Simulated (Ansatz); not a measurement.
Input

```
crystal:
  lattice:
    - [3.6986688811, 0.0, 0.0]
    - [0.0, 3.9208843782, 0.0]
    - [0.0, 0.0, 10.682336571]
  atoms:
    - { symbol: Sb, position: [0.5, 0.5, 0.343117525] }
    - { symbol: Sb, position: [0.0, 0.5, 0.8643028823] }
    - { symbol: Sb, position: [0.0, 0.0, 0.1595556254] }
    - { symbol: Sb, position: [0.5, 0.0, 0.644336296] }
    - { symbol: Pt, position: [0.0, 0.5, 0.6046430616] }
    - { symbol: Pt, position: [0.0, 0.0, 0.4120961005] }
    - { symbol: Pt, position: [0.5, 0.0, 0.8969488979] }
    - { symbol: W, position: [0.5, 0.5, 0.0749996113] }
kpoints:
  mp_grid: { grid: [6, 6, 2] }
hamiltonian:
  xc: r2scan
  dispersion: rvv10
scf:
  occupations: { method: fermi_dirac, width: 0.03 }
relax:
  f_tol: 0.01
  cell: {}
  max_steps: 120
output:
  write_density: true
  write_potential: true
  elf: true
  volumetric_format: npy
```

Launched as:

```sh
ansatz run input.yaml --threads 4 --pin off --max-ram 4608MiB --backend cpu --events-out ev --progress --plain --runs-dir out
```

Below, planes, directions and counts refer to the conventional cell (a = 3.73 Å, b = 3.89 Å, c = 10.76 Å, α = 90.00°, β = 90.00°, γ = 90.00°).

The fields are those of the run's last geometry, not of the input's.

Space group Pmm2; a structure from a database of computed crystals, not necessarily the ambient phase; started from the Ce4Ni3Pt-25 prototype, which need not be the ambient phase.

Computed with Ansatz, DFT, r2SCAN+rVV10, plane waves, PAW.

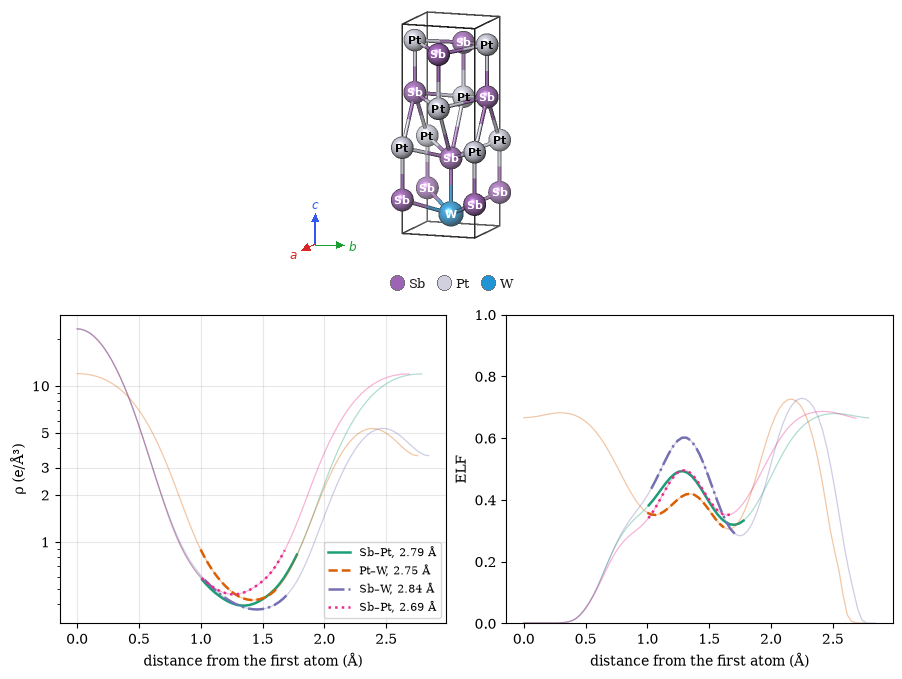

Sb4Pt3W. Valence charge density (pseudo) and electron localisation function along straight lines between neighbouring atoms. Thin, pale parts lie inside the atomic spheres. The structure is drawn too.

In a PAW calculation such maps are meaningful between the atoms, not at the nuclei.

> What can be read from the curves?

Sb–Pt (2.79 Å): ρ at the midpoint is about 0.39 e/Å³; the ELF is about 0.45 at the midpoint.
Pt–W (2.75 Å): the density is about 0.43 e/Å³ at the midpoint; the ELF is about 0.40 at the midpoint.
Sb–W (2.84 Å): ρ is about 0.37 e/Å³ halfway; the ELF peaks at about 0.60 between the atoms.
Sb–Pt (2.69 Å): the density is about 0.47 e/Å³ at the midpoint; the ELF is about 0.50 at the midpoint.
